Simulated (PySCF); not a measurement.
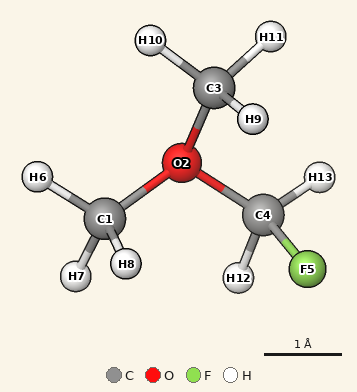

Starting structure of C$_{3}$H$_{8}$FO (charge +1). The picture is a ball-and-stick view, seen at a tilt.

The start comes from GFN2-xTB. Its atoms were then displaced at random by about 0.03 Å.

Computed with PBE0-D3(BJ)/def2-SVP geometry optimisation, gas phase in PySCF.

```xyz
13

C    -0.2180    1.0420   -0.7657
O     0.0667   -0.2553   -0.4170
C     1.2371   -0.2783    0.3659
C    -0.8953   -0.9235    0.2308
F    -1.2743   -0.3291    1.3657
H     0.5440    1.5639   -1.3359
H    -1.1203    1.0724   -1.4323
H    -0.4566    1.7399    0.0875
H     1.1440    0.2413    1.4110
H     2.0763    0.2211   -0.1406
H     1.5510   -1.3215    0.5751
H    -1.8668   -0.8942   -0.3805
H    -0.7660   -1.9299    0.4227
```

> What does the optimiser find from here?

Over 13 geometry steps the energy falls by 1.316 eV. The largest move after the best rigid fit is that of C4, 0.15 Å. By element the largest moves are C 0.15 Å, F 0.13 Å, O 0.13 Å, H 0.12 Å. Near-neighbour distances that change, for instance: O2–C4 1.339 → 1.459 Å, C1–O2 1.373 → 1.471 Å, C3–H9 1.171 → 1.097 Å, C4–H13 1.033 → 1.099 Å. Bond angles that change, for instance: O2–C4–H13 119.1° → 105.5°, F5–C4–H12 101.6° → 112.0°, O2–C1–H6 116.2° → 106.2°. The run took 37 s on 1 thread of Intel(R) Xeon(R) 6975P-C, on a shared host.

History of the run:

```json
{"step": "0", "E − E(0), eV": "0.0000"}
{"step": "1", "E − E(0), eV": "-1.2098"}
{"step": "2", "E − E(0), eV": "-1.2981"}
{"step": "3", "E − E(0), eV": "-1.3123"}
{"step": "4", "E − E(0), eV": "-1.3140"}
{"step": "5", "E − E(0), eV": "-1.3145"}
{"step": "6", "E − E(0), eV": "-1.3148"}
{"step": "7", "E − E(0), eV": "-1.3149"}
{"step": "8", "E − E(0), eV": "-1.3151"}
{"step": "9", "E − E(0), eV": "-1.3153"}
{"step": "10", "E − E(0), eV": "-1.3156"}
{"step": "11", "E − E(0), eV": "-1.3159"}
{"step": "12", "E − E(0), eV": "-1.3161"}
{"step": "13", "E − E(0), eV": "-1.3161"}
```

Final geometry:

```xyz
13

C    -0.2740    1.1622   -0.7827
O     0.0664   -0.1857   -0.3027
C     1.3378   -0.2812    0.4300
C    -1.0424   -0.9444    0.2667
F    -1.3938   -0.3743    1.4076
H     0.5937    1.5127   -1.3507
H    -1.1434    1.0464   -1.4386
H    -0.4924    1.8030    0.0810
H     1.2407    0.2546    1.3829
H     2.0992    0.1623   -0.2196
H     1.5307   -1.3492    0.5770
H    -1.8455   -0.8961   -0.4816
H    -0.6551   -1.9614    0.4174
```

The end point in the same view:

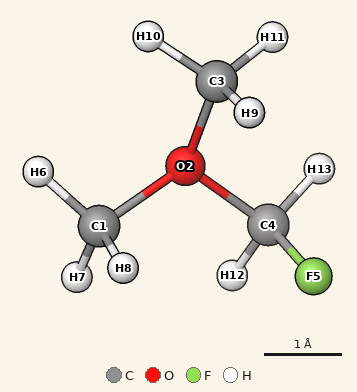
